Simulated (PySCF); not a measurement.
# HS− (hydrosulfide): NEVPT2(8,5)/6-31G(d) (spherical functions)

What is the energy change on altering one bond length of HS− (hydrosulfide) at NEVPT2(8,5)/6-31G* (spherical functions)? Input form: a Python script.

The calculation is run with PySCF 2.14.0.

9 further runs of the same task are left out: 9 set aside as unsound or not needed.

## Step 1: The structure to begin with

The species is HS− (2 atoms), meant as a singlet with charge -1. SMILES: `[SH-]`. The shape is that of a PBE0-D4/def2-TZVPD optimisation.

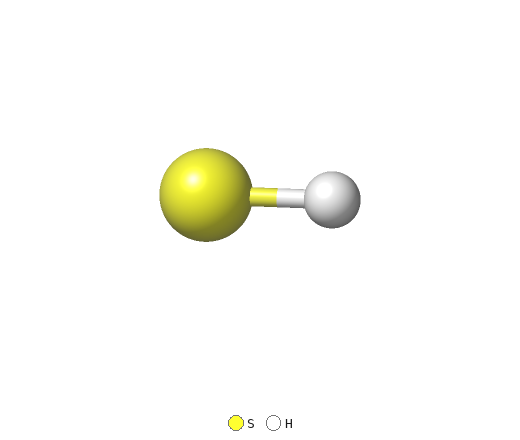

The structure, seen from a chosen angle (sulfur yellow, hydrogen white).

## Step 2: The energy at NEVPT2(8,5)/6-31G(d) (spherical functions)

The input, run.py:

```python
import numpy
from pyscf import gto, scf, mp, mcscf, mrpt

mol = gto.Mole()
mol.atom = 'S 0.574700 -0.187900 0.295500; H -0.574700 0.187900 -0.295500'
mol.verbose = 4
mol.charge = -1
mol.basis = '6-31g*'
mol.max_memory = 1860
mol.build()

mf = mol.RHF()
mf.conv_tol = 1e-10
mf.kernel()
if not mf.converged:
    mf = mf.newton().run(mf.mo_coeff, mf.mo_occ)

pt = mp.MP2(scf.addons.convert_to_uhf(mf)).run()
noons, natorbs = mcscf.addons.make_natural_orbitals(pt)
print('natural occupations', numpy.round(noons[:40], 4))
cas = mcscf.CASSCF(mf, 5, 8)
cas.fix_spin_(ss=0.0)
cas.natorb = True
cas.kernel(natorbs)
e_pt2 = mrpt.NEVPT(cas).kernel()
e_tot = cas.e_tot + e_pt2
print('E(%s) = %.9f' % ('NEVPT2', e_tot))
```

Command:

```
$ OMP_NUM_THREADS=1 python run.py
```

Standard output:

```text
PySCF version 2.14.0

[INPUT] num. atoms = 2
[INPUT] num. electrons = 18
[INPUT] charge = -1
[INPUT] spin (= nelec alpha-beta = 2S) = 0
[INPUT] symmetry False subgroup None
[INPUT] Mole.unit = angstrom
[INPUT] Symbol           X                Y                Z      unit          X                Y                Z       unit  Magmom
[INPUT]  1 S      0.574700000000  -0.187900000000   0.295500000000 AA    1.086025603788  -0.355079538806   0.558414069809 Bohr   0.0
[INPUT]  2 H     -0.574700000000   0.187900000000  -0.295500000000 AA   -1.086025603788   0.355079538806  -0.558414069809 Bohr   0.0

nuclear repulsion = 6.29052254661568
number of shells = 10
number of NR pGTOs = 55
number of NR cGTOs = 20
basis = 6-31g*
ecp = {}

[... 35 lines left out ...]
converged SCF energy = -398.091826992656
[... 34 lines left out ...]
sorting_mo_energy = False
[... 34 lines left out ...]
1-step CASSCF converged in  10 macro ( 65 JK  21 micro) steps
[... 2 lines left out ...]
Natural orbital (expansion on meta-Lowdin AOs) in CAS space
[... 6 lines left out ...]
<CAS-nat-orb|mo-hf>  6      8       -0.70781270
<CAS-nat-orb|mo-hf>  6      9        0.70610830
<CAS-nat-orb|mo-hf>  7      8        0.70610830
<CAS-nat-orb|mo-hf>  7      9        0.70781270
<CAS-nat-orb|mo-hf>  8      6       -0.93253846
<CAS-nat-orb|mo-hf>  9      7       -0.93292494
<CAS-nat-orb|mo-hf>  10     10       0.83719116
<CAS-nat-orb|mo-hf>  10     15      -0.42394678
CASSCF energy = -398.108977159987
CASCI E = -398.108977159987  E(CI) = -12.9567396258204  S^2 = 0.0000000

******** <class 'pyscf.mrpt.nevpt2.NEVPT'> ********
NEVPT2 (4e+4e, 5o), ncore = 5, nvir = 10
root = 0
Natural occ [1.99956694 1.99956694 1.99917954 1.97564192 0.02604466]
Natural orbital (expansion on meta-Lowdin AOs) in CAS space
               #1        #2        #3        #4        #5
0 S 1s           0.00000  -0.00000   0.00002   0.00005  -0.00020
0 S 2s          -0.00000   0.00000  -0.00655  -0.00423   0.00138
0 S 3s           0.00000   0.00000  -0.95804  -0.04653  -0.27192
[... 16 lines of this table left out ...]
1 H 2s          -0.00000  -0.00000   0.02804  -0.02820  -0.08888
<CAS-nat-orb|mo-hf>  6      8        0.90591688
<CAS-nat-orb|mo-hf>  6      9        0.42296849
<CAS-nat-orb|mo-hf>  7      8       -0.42296849
<CAS-nat-orb|mo-hf>  7      9        0.90591688
<CAS-nat-orb|mo-hf>  8      6       -0.93253846
<CAS-nat-orb|mo-hf>  9      7       -0.93292494
<CAS-nat-orb|mo-hf>  10     10       0.83719116
<CAS-nat-orb|mo-hf>  10     15      -0.42394678
Sr    (-1)',   E = -0.02094400703909
Si    (+1)',   E = -0.00000000002365
Sijrs (0)  ,   E = -0.00163987912420
Sijr  (+1) ,   E = -0.00067339638155
Srsi  (-1) ,   E = -0.00313820932748
Srs   (-2) ,   E = -0.06986523011096
Sij   (+2) ,   E = -0.00006911837067
Sir   (0)' ,   E = -0.00056503856011
Nevpt2 Energy = -0.096894878937723
E(NEVPT2) = -398.205872039
```

It took 1.3 s on 1 thread of Arm Neoverse V1, shared host; peak memory 0.12 GiB.

## Step 3: The distorted shape, same level

The input, job.py:

```python
import numpy
from pyscf import gto, scf, mp, mcscf, mrpt

molecule = gto.M(
    atom=[
    ('S', (1.149442, -0.375814, 0.591022)),
    ('H', (-0.574700, 0.187900, -0.295500)),
],
    verbose=3,
    max_memory=1860,
    spin=0,
    charge=-1,
    basis='6-31g*',
)

mf = scf.RHF(molecule)
mf.conv_tol = 1e-10
mf.kernel()
if not mf.converged:
    mf = mf.newton().run(mf.mo_coeff, mf.mo_occ)

pt = mp.MP2(scf.addons.convert_to_uhf(mf)).run()
noons, natorbs = mcscf.addons.make_natural_orbitals(pt)
print('natural occupations', numpy.round(noons[:40], 4))
cas = mcscf.CASSCF(mf, 5, 8)
cas.fix_spin_(ss=0.0)
cas.natorb = True
cas.kernel(natorbs)
e_pt2 = mrpt.NEVPT(cas).kernel()
etot = cas.e_tot + e_pt2
print(f'total energy: {etot:.8f} hartree')
```

Command:

```
$ OMP_NUM_THREADS=1 python job.py
```

Standard output:

```text
converged SCF energy = -398.010566316088
E(UMP2) = -398.139896212358  E_corr = -0.129329896270501
E(SCS-UMP2) = -398.142408221691  E_corr = -0.131841905603678
natural occupations [2.0000e+00 1.9999e+00 1.9998e+00 1.9998e+00 1.9997e+00 1.9804e+00
 1.9726e+00 1.9726e+00 1.9455e+00 5.5000e-02 1.3400e-02 1.3400e-02
 8.2000e-03 8.2000e-03 7.4000e-03 7.2000e-03 7.2000e-03 5.5000e-03
 3.4000e-03 9.0000e-04]
CASSCF energy = -398.052162866186
CASCI E = -398.052162866186  E(CI) = -12.1008415049849  S^2 = 0.0000000
Sr    (-1)',   E = -0.02127543331564
Si    (+1)',   E = -0.00000000002592
Sijrs (0)  ,   E = -0.00181913139426
Sijr  (+1) ,   E = -0.00057047462903
Srsi  (-1) ,   E = -0.00324068884631
Srs   (-2) ,   E = -0.06537849965568
Sij   (+2) ,   E = -0.00003312234665
Sir   (0)' ,   E = -0.00050830871988
Nevpt2 Energy = -0.092825658933365
total energy: -398.14498853 hartree
```

Wall time 1.1 s (1 thread of Arm Neoverse V1, shared host); peak memory 0.12 GiB.

## Step 4: Results

At NEVPT2(8,5)/6-31G* (spherical functions):

| quantity | value |
| --- | --- |
| first shape: total energy | -398.20587 Eh |
| first shape: HOMO energy (Hartree–Fock orbitals) | -1.91 eV |
| first shape: LUMO energy (Hartree–Fock orbitals) | 12.36 eV |
| first shape: HOMO–LUMO gap (to an unbound level, set by the basis) | 14.27 eV |
| distorted shape: total energy | -398.14499 Eh |
| distorted shape: HOMO energy (Hartree–Fock orbitals) | -2.59 eV |
| distorted shape: LUMO energy (Hartree–Fock orbitals) | 7.95 eV |
| distorted shape: HOMO–LUMO gap (to an unbound level, set by the basis) | 10.54 eV |
| energy change with the S1–H2 bond stretched from 1.346 to 2.019 Å | 1.657 eV |

**Reading.** With the S1–H2 bond stretched from 1.346 to 2.019 Å the energy rises by 1.66 eV (38 kcal/mol). The first shape isn't relaxed at this level, so the change isn't measured from a minimum.
